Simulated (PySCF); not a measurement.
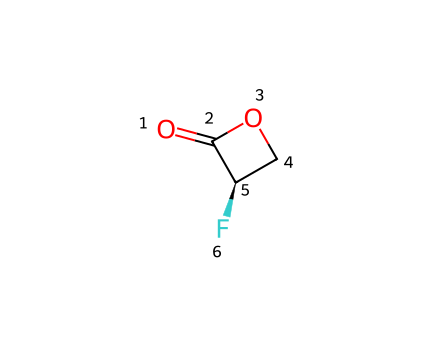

A structural formula, with wedges where it has stereocentres; small numbers name the atoms. The configuration is that of a computed structure (PBE0-D3(BJ)/def2-SVP).

Give the R/S and E/Z labels.

Answer. C5: R.

Give a SMILES with the stereochemistry.

Answer. O=C1OC[C@H]1F
